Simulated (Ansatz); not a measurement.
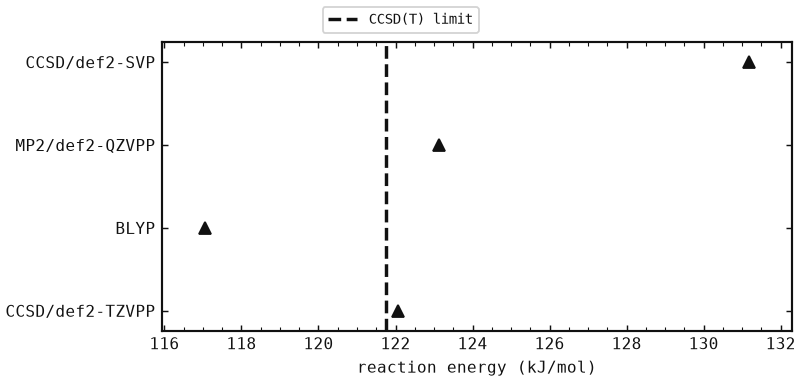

Electronic reaction energy of ScH₂O₂Cl ([OH][Sc]([OH])[Cl]) + NH₃ (N) → ScNH₄O₂ ([NH2][Sc]([OH])[OH]) + HCl (Cl) (SMILES in brackets) at several levels (functionals in def2-TZVPP unless a basis is named), isolated molecules at PBE0-D4 triple-zeta geometries, minima by their frequencies, no zero-point or thermal terms, the Ansatz code. The line is frozen-core CCSD(T) at the basis limit (MP2 extrapolated from triple and quadruple zeta, plus CCSD(T) less MP2 in a smaller set). The distance of CCSD/def2-SVP, MP2/def2-QZVPP and CCSD/def2-TZVPP to the limit includes basis error.

### What range do the values span, the line included?

From 117.1 kJ/mol (BLYP) to 131.2 kJ/mol (CCSD/def2-SVP).

### Give the values.

```tsv
level	kJ/mol	less CCSD(T) limit
CCSD/def2-SVP	131.2	9.4
MP2/def2-QZVPP	123.1	1.4
BLYP	117.1	−4.7
CCSD/def2-TZVPP	122.1	0.3
CCSD(T) limit	121.8	0.0
```

Note: no scalar relativity up to krypton; outer-core shells are correlated without core-valence functions, which makes the correlated values less sure.
